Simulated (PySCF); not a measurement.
**[CH3]− (SMILES [CH3-]): levels of theory compared**

Wanted: a comparison of 6 runs (B2PLYP/SBKJC, B3LYP/SBKJC, M06-2X/SBKJC, r2SCAN/SBKJC, UMP2/SBKJC, CCSDTQ/SBKJC) of [CH3]−. Input form: a Python script.

The calculation is run with PySCF 2.14.0.

**1. The molecule**

[CH3]− has 4 atoms, charge -1, and is taken as a singlet. As SMILES, `[CH3-]`. The C1–H2 distance was set to 2.063 Å, away from the relaxed value. At this shape a bond of the SMILES string is far longer than usual.

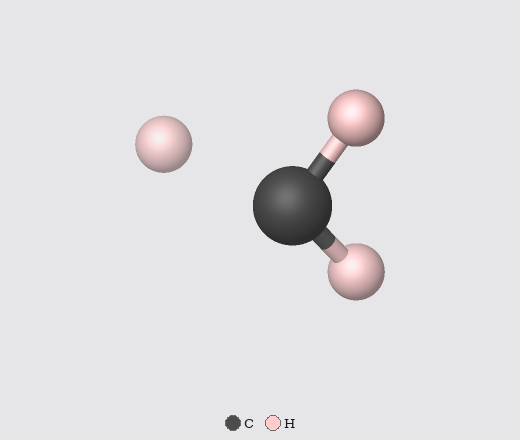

Viewed from a chosen angle; carbon dark grey, hydrogen pink.

**2. A single-point energy at B2PLYP/SBKJC (core potential) (run 1)**

The input, geometry.xyz:

```xyz
4
CH3
C     -0.411968    -1.049154     0.164508
H      0.142150     0.916260     0.459990
H     -1.032438    -0.975974    -0.797072
H      0.563452    -1.511614    -0.221402
```

The input, input.py:

```python
from pyscf import gto, dft, mp

mol = gto.M(
    atom='geometry.xyz',
    max_memory=1860,
    ecp={'C': 'sbkjc'},
    basis='sbkjc',
    verbose=3,
    charge=-1,
)

myscf = dft.RKS(mol)
myscf.xc = '0.53*HF + 0.47*B88, 0.73*LYP'
myscf.grids.level = 5
myscf.conv_tol = 1e-10
myscf.kernel()
if not myscf.converged:
    myscf = myscf.newton().run(myscf.mo_coeff, myscf.mo_occ)

pt = mp.MP2(myscf).run()
energy = myscf.e_tot + 0.27 * pt.e_corr
print('PT2 part  %.8f' % (0.27 * pt.e_corr))
print('E(%s) = %.9f' % ('B2PLYP', energy))
```

Launch:

```sh
$ OMP_NUM_THREADS=1 python input.py
```

Output:

```text
converged SCF energy = -7.12936187612284
E(RMP2) = -7.25922470180025  E_corr = -0.129862825677411
E(SCS-RMP2) = -7.26934204408757  E_corr = -0.139980167964732
PT2 part  -0.03506296
E(B2PLYP) = -7.164424839
```

Wall time 1.8 s (1 thread of Arm Neoverse V1, shared host); peak memory 0.16 GiB.

**3. The energy at B3LYP/SBKJC (core potential) (run 2)**

The input, input.py:

```python
from pyscf import gto, dft

mol = gto.M(
    atom='''
C       -0.411968      -1.049154       0.164508
H        0.142150       0.916260       0.459990
H       -1.032438      -0.975974      -0.797072
H        0.563452      -1.511614      -0.221402
''',
    charge=-1,
    ecp={'C': 'sbkjc'},
    verbose=3,
    spin=0,
    basis='sbkjc',
    max_memory=1860,
)

myscf = dft.RKS(mol)
myscf.xc = 'b3lyp'
myscf.conv_tol = 1e-10
myscf.grids.level = 5
myscf.kernel()
if not myscf.converged:
    myscf = myscf.newton().run(myscf.mo_coeff, myscf.mo_occ)

e_final = myscf.e_tot
print('Final energy', e_final)
```

Launch:

```sh
$ OMP_NUM_THREADS=1 python input.py
```

Output:

```text
converged SCF energy = -7.23950420442934
Final energy -7.239504204429339
```

Wall time 1.8 s (1 thread of Arm Neoverse V1, shared host); peak memory 0.16 GiB.

**4. A single-point energy at M06-2X/SBKJC (core potential) (run 3)**

The input, mol.xyz:

```xyz
4
CH3
C     -0.411968    -1.049154     0.164508
H      0.142150     0.916260     0.459990
H     -1.032438    -0.975974    -0.797072
H      0.563452    -1.511614    -0.221402
```

The input, input.py:

```python
from pyscf import gto, dft

system = gto.M(
    atom='mol.xyz',
    charge=-1,
    verbose=4,
    basis='sbkjc',
    max_memory=1860,
    spin=0,
    ecp={'C': 'sbkjc'},
)

mf = dft.RKS(system, xc='m06-2x')
mf.grids.level = 5
mf.conv_tol = 1e-10
mf.kernel()
if not mf.converged:
    mf = mf.newton().run(mf.mo_coeff, mf.mo_occ)

e_final = mf.e_tot
print('E(%s) = %.9f' % ('M06-2X', e_final))
```

Launch:

```sh
$ OMP_NUM_THREADS=1 python input.py
```

Output:

```text
PySCF version 2.14.0

[... 71 lines left out ...]
converged SCF energy = -7.2005114140446
E(M06-2X) = -7.200511414
```

Wall time 2 s (1 thread of Arm Neoverse V1, shared host); peak memory 0.16 GiB.

Runs 4 to 5 aren't shown in full; the table further down has their settings and results.

**5. The energy at CCSDTQ/SBKJC (core potential) (run 6)**

mol.xyz is that of step 4.

The input, calc.py:

```python
from pyscf import gto, scf, cc

mol = gto.M(
    atom='mol.xyz',
    ecp={'C': 'sbkjc'},
    charge=-1,
    basis='sbkjc',
    max_memory=1860,
    verbose=4,
)

myscf = scf.RHF(mol)
myscf.conv_tol = 1e-10
myscf.kernel()
if not myscf.converged:
    myscf = myscf.newton().run(myscf.mo_coeff, myscf.mo_occ)

mycc = cc.CCSDTQ(myscf)
mycc.kernel()
e_tot = mycc.e_tot
print('Final energy', e_tot)
```

Launch:

```sh
$ OMP_NUM_THREADS=1 python calc.py
```

Output:

```text
PySCF version 2.14.0

[... 58 lines left out ...]
converged SCF energy = -6.97412881449872
[... 15 lines left out ...]
WARN: A large `blksize` is being used, which may cause large memory consumption
[... 6 lines left out ...]
Init t2, MP2 energy = -7.069143571402  E_corr(MP2) -0.095014756903
[... 16 lines left out ...]
RCCSDTQ converged
[... 3 lines left out ...]
Final energy -7.105418462778717
```

It took 66 s on 1 thread of Arm Neoverse V1, shared host; peak memory 0.25 GiB.

**6. All runs side by side**

```csv
run,level,frozen core orbitals,integration grid,energy (Eh),HOMO energy (eV),LUMO energy (eV),HOMO–LUMO gap (eV),wall time
1,B2PLYP/SBKJC (core potential),0,5,-7.164425,0.63,7.70,7.07,1.8 s
2,B3LYP/SBKJC (core potential),–,5,-7.239504,2.06,6.11,4.05,1.8 s
3,M06-2X/SBKJC (core potential),–,5,-7.200511,0.79,7.07,6.28,2 s
4,r2SCAN/SBKJC (core potential),–,5,-7.219857,2.81,5.41,2.60,2.3 s
5,UMP2/SBKJC (core potential),0,–,-7.064416,-1.11,10.63,11.75,1.1 s
6,CCSDTQ/SBKJC (core potential),0,–,-7.105418,-1.20,9.98,11.18,66 s
```

**7. Results**

| quantity | value |
| --- | --- |
| run 6: total energy | -7.10542 Eh |
| run 6: HOMO energy (Hartree–Fock orbitals) | -1.20 eV |
| run 6: LUMO energy (Hartree–Fock orbitals) | 9.98 eV |
| run 6: HOMO–LUMO gap (to an unbound level, set by the basis) | 11.18 eV |
| run 6: correlation energy | -131.3 mEh |
| run 6: T1 diagnostic | 0.037 |

**Reading.** Over runs 1, 2, 3, 4 the HOMO–LUMO gap runs from 2.60 eV (r2SCAN/SBKJC) to 7.07 eV (B2PLYP/SBKJC). The empty levels of an anion lie above zero and hang on the basis. A double hybrid's value is that of its SCF part. Totals of different functionals can't be ranked against each other. In runs 1, 2, 3, 4 the HOMO lies above zero, so the outermost electron may be held by the basis alone. Spin contamination of the reference: run 5 ⟨S²⟩ = 0.58. All runs together took 75 s, the longest 66 s.
